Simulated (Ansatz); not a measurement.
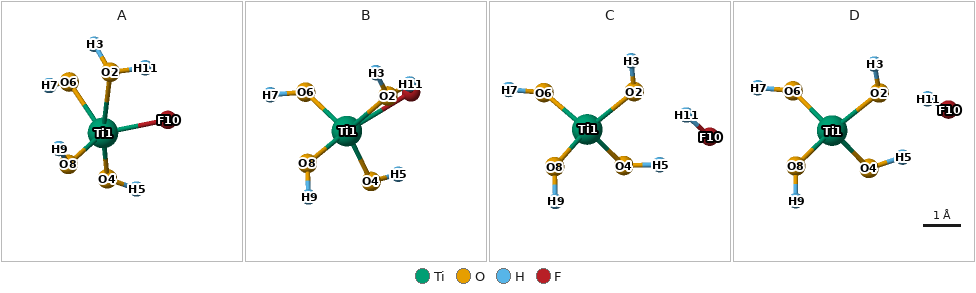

4 geometries from a converged minimum-energy path of TiH5O4F, shuffled. Style: ball-and-stick. Shown face on.

Computed with Ansatz, RKS B3LYP-D4/def2-SVP. Settings: 5 movable images; climbing image; force threshold 0.05 eV/Å; iteration limit 60; starting path through a guess of the saddle point.

> Which of them lies highest in energy?

B. In order along the path, whose images run from 0 to 6: C (image 0, 0.0 kJ/mol), D (image 1, +2.0 kJ/mol), B (image 3, +23.9 kJ/mol), A (image 5, −49.3 kJ/mol). Breaking: F10–H11 (0.96 → 1.15 at the top → 2.31 Å). Forming: O2–H11 (1.61 → 1.20 at the top → 0.97 Å), Ti1–F10 (3.33 → 2.18 at the top → 1.79 Å).

Cost: 4.9 min on 4 threads of Arm Neoverse V2, with other jobs on the host, peak memory 0.37 GiB.
